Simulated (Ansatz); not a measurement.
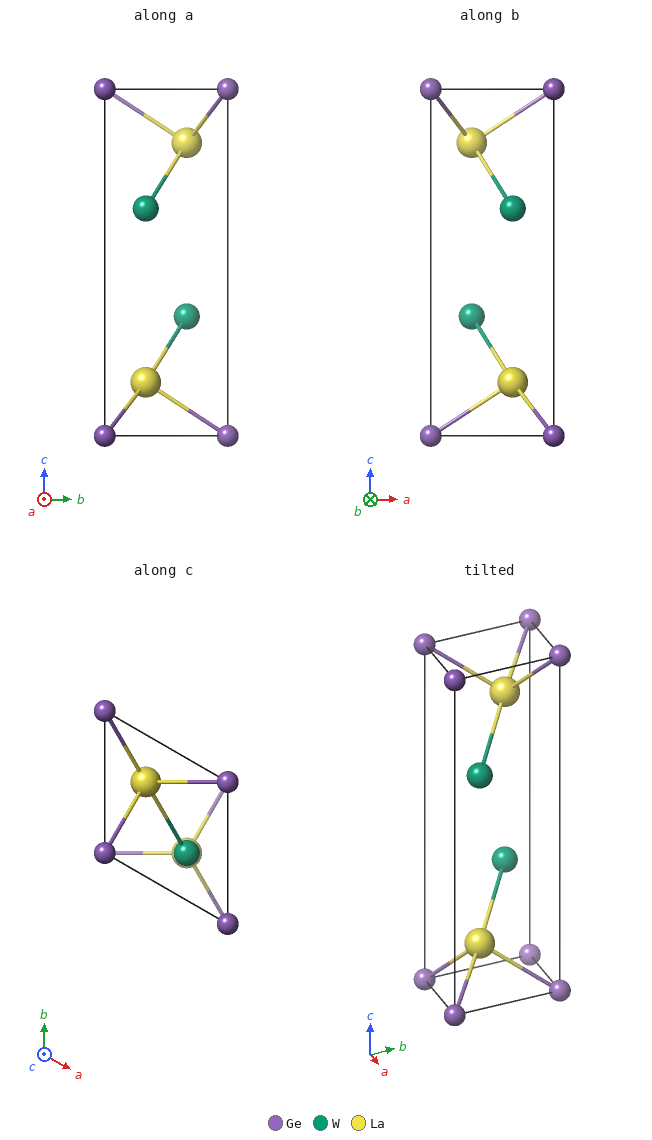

The image is a ball-and-stick drawing of a crystal, viewed along the a axis, along the b axis, along the c axis and slightly off an axis. The frame is the conventional unit cell; atoms at its boundary are shown with their periodic copies.

Lattice parameters: a = 3.8732 Å, b = 3.8732 Å, c = 9.4571 Å, α = 90.000°, β = 90.000°, γ = 120.000°.

Record the structure as a CIF with its space group and independent sites, with free fractional coordinates to two decimals.

```cif
data_structure
_symmetry_space_group_name_H-M 'P -3 m 1'
_symmetry_Int_Tables_number 164
_cell_length_a 3.8732
_cell_length_b 3.8732
_cell_length_c 9.4571
_cell_angle_alpha 90.000
_cell_angle_beta 90.000
_cell_angle_gamma 120.000
_cell_volume 122.86
loop_
_atom_site_label
_atom_site_type_symbol
_atom_site_symmetry_multiplicity
_atom_site_Wyckoff_symbol
_atom_site_fract_x
_atom_site_fract_y
_atom_site_fract_z
_atom_site_occupancy
Ge1 Ge 1 a 0.00 0.00 0.00 1
W1 W 2 d 0.3333 0.6667 0.34 1
La1 La 2 d 0.3333 0.6667 0.85 1
```

The geometry is that of a generated cell, made by putting these elements into a known structure type (the compound may or may not exist in this form), without relaxation. It was run through Ansatz as a DFT input.

At this level of theory the cell isn't at rest (compressed, at 7 GPa and forces up to 4.3 eV/Å), so its distances can differ from those at equilibrium, the more so the softer the solid.
